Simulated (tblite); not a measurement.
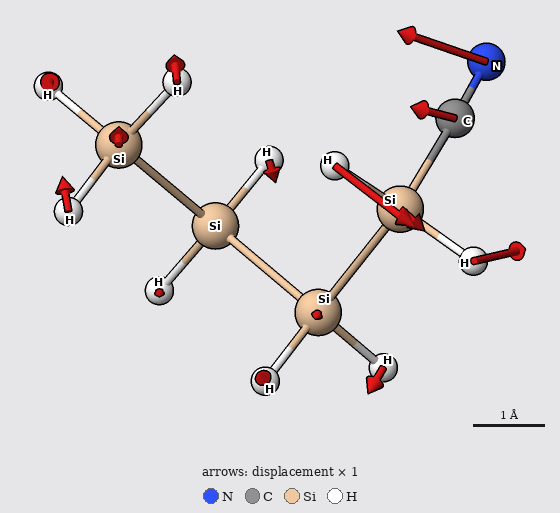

A relaxation of CH9NSi4. The starting structure is drawn; red arrows show the displacements, at their true length. The two geometries are superimposed by the best rigid fit.

Style: ball-and-stick. Shown at a tilt.

Level of theory: GFN2-xTB geometry optimisation, gas phase (tblite). 

Describe the change and its energy.

Answer. The energy falls by 5.89 kcal/mol in 164 geometry steps. The atom that moves furthest after the best rigid fit is the N atom (1.62 Å). By element the largest moves are N 1.62 Å, H 1.49 Å, C 0.86 Å, Si 0.49 Å. Among the contacts that change: Si–Si 2.283 → 2.323 Å, H–Si 1.491 → 1.464 Å, Si–Si 2.305 → 2.329 Å, Si–Si 2.297 → 2.314 Å. Among the angles between lasting bonds that change: C–Si–H 111.7° → 102.9°, Si–Si–H 109.8° → 118.3°, C–Si–H 111.2° → 102.9°. Groups turn about Si–Si by about 55°.
